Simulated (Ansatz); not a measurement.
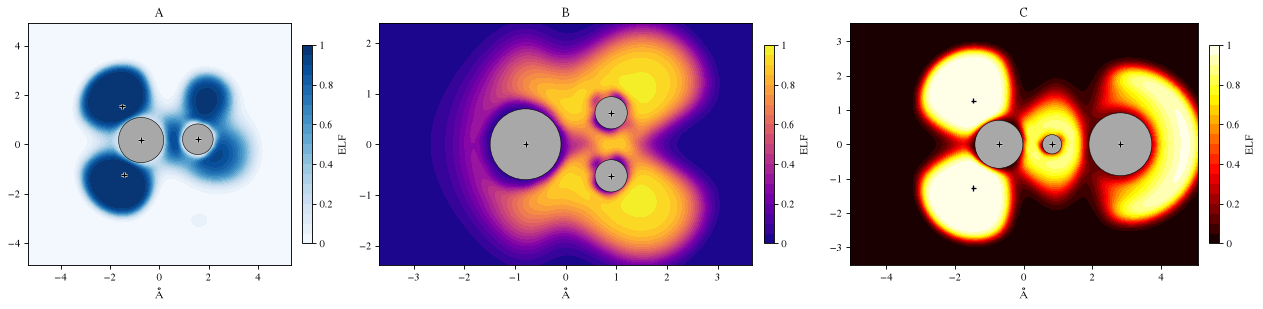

The electron localisation function of 3 systems, each on a plane through atoms (crosses mark nuclei in the plane; grey discs cover the cores).

Method: Ansatz 0.2.0, isolated molecule in a Gaussian basis; Kohn-Sham density functional theory, functional PBE0.

System 1: GaH₂OSi (charge +1), the molecular plane. Geometry: r2SCAN-D4/def2-TZVP.

```xyz
5

Ga   -0.8029   -1.4789    2.7246
O    -0.1777   -0.7005    1.0015
Si    0.3080   -0.0950   -0.3380
H     1.2943    0.9975   -0.3418
H    -0.2140   -0.6088   -1.6147
```

System 2: AlGaH₅P, the plane of atoms P3, Ga2 and H8. Geometry: B3LYP-D3(BJ)/def2-SVP.

```xyz
8

Al    0.4084   -1.2145    2.3586
Ga    2.4657   -0.0257   -0.3201
P     1.8979    0.4657    1.8528
H    -0.8851   -1.3450    1.4562
H     0.6462   -2.1125    3.6411
H     3.0619    0.0446    2.5578
H     1.3064   -0.0720   -1.3769
H     3.9832   -0.1794   -0.6909
```

System 3: BrHN₂Si (SMILES Br[SiH]1N=N1), the plane of atoms N3, N2 and Si4. Geometry: B3LYP-D3(BJ)/def2-SVP.

```yaml
atoms:
  - { symbol: Br, position_ang: [-1.2883, -2.5551, -0.1655] }
  - { symbol: N, position_ang: [0.9725, -1.8062, 2.3249] }
  - { symbol: N, position_ang: [1.1020, -0.8060, 1.5955] }
  - { symbol: Si, position_ang: [0.7528, -2.2626, 0.5981] }
  - { symbol: H, position_ang: [1.8400, -2.9295, -0.1226] }
```

Match each panel to its system.

Answer. Panel A is system 2, AlGaH₅P: the plane holds Ga, P and H. Ga–P (2.30 Å): the ELF peaks at about 0.90 in the valence shell of P, 1.0 Å from its nucleus, and is about 0.80 at the midpoint. Panel B is system 3, BrHN₂Si: the plane holds N and Si. N–N (1.24 Å): the ELF peaks at about 0.90 between the atoms (a covalent bond). Panel C is system 1, GaH₂OSi: the plane holds Ga, O, Si and H. Si–O (1.55 Å): the ELF peaks at about 0.85 between the atoms; a short, strongly polar bond.
